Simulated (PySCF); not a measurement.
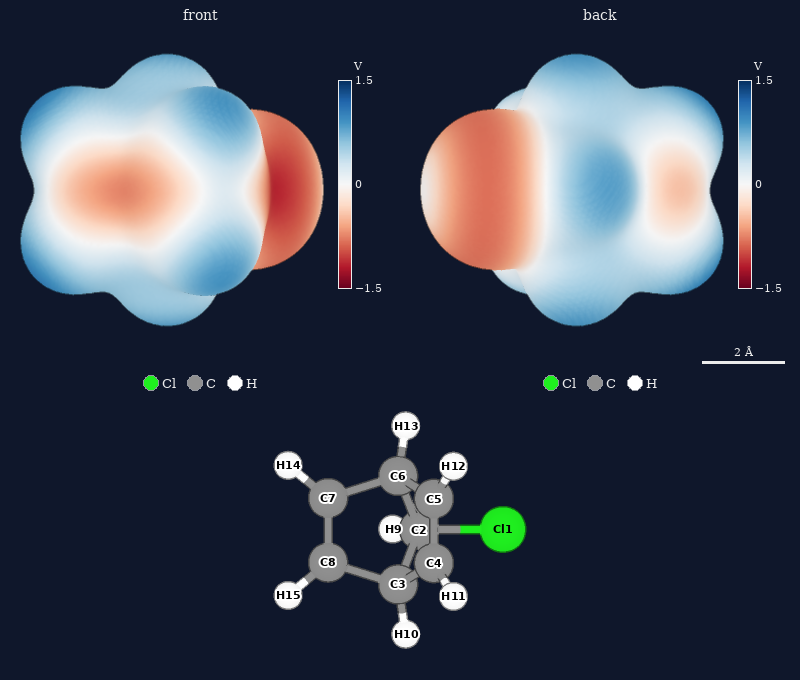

The picture shows: C7H7Cl. The electrostatic potential painted on the density surface at 0.002 e/bohr³, seen from the front and from behind; red is negative and blue positive. The bare structure is drawn below in the same view.

Geometry: GFN2-xTB.

The calculation used PBE0/pcSseg-1, SCF density, gas phase, non-relativistic in PySCF.

```xyz
15

Cl    1.3104   -1.5532   -1.7719
C     0.0289   -0.5151   -1.1279
C    -0.5371   -0.9676    0.2311
C     0.6890   -0.7392    1.1004
C     1.3161    0.3273    0.6288
C     0.5206    0.8316   -0.5648
C    -0.8147    1.2996   -0.0075
C    -1.4427    0.2313    0.4646
H    -0.7246   -0.4177   -1.9105
H    -0.9977   -1.9483    0.2872
H     0.9346   -1.3507    1.9463
H     2.2036    0.8078    0.9915
H     1.0334    1.5080   -1.2411
H    -1.1282    2.3256   -0.0008
H    -2.3960    0.1685    0.9527
```

### Which sites attract a positive test charge, and which a negative one?

A positive charge is drawn to the negative regions and a negative charge to the positive ones. The most negative region (about −1.1 V) lies over Cl1, C4 and C5, the most positive (about +1.0 V) over H14 and H15.

### How polar is the molecule by this calculation?

Its dipole moment is 2.10 D.
